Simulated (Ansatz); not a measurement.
```xyz
8

H     1.1931   -0.2766    0.3554
C    -0.7233    1.0436   -0.1022
C    -1.3420    0.1318   -0.9390
N    -1.8586   -0.6504   -1.6412
S     2.1801   -0.9457    1.0023
H    -0.9336    1.0310    0.9670
H    -0.0475    1.7910   -0.5232
H     1.5315   -2.1246    0.8811
```

Level of theory: UKS PBE0-D4/def2-SVPD in Ansatz 0.2.0.

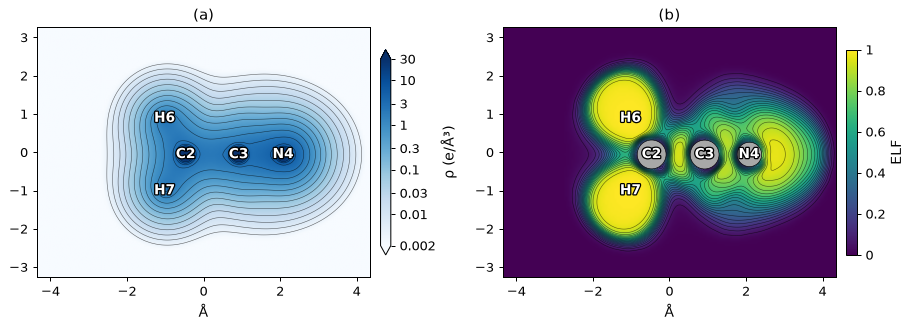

H₂S···C₂H₂N (doublet). (a) total electron density; (b) electron localisation function on the plane of atoms C3, C2 and H6. Grey discs cover the atomic cores in the ELF map.

> What does the map show?

The plane passes through C, N and H nuclei. C–N (1.17 Å): ρ at the midpoint is about 3.4 e/Å³; the ELF peaks at about 0.85 between the atoms (a multiple bond). C–C (1.38 Å): ρ is about 2 e/Å³ halfway; the ELF peaks at about 0.95 between the atoms: a covalent bond. C–H (1.09 Å): ρ is about 2 e/Å³ halfway; the ELF climbs to about 1 towards the hydrogen, as it does in any bond to H: an ordinary covalent bond to hydrogen. The ELF also peaks beside N4, away from the bonds: non-bonding electrons, paired or unpaired.
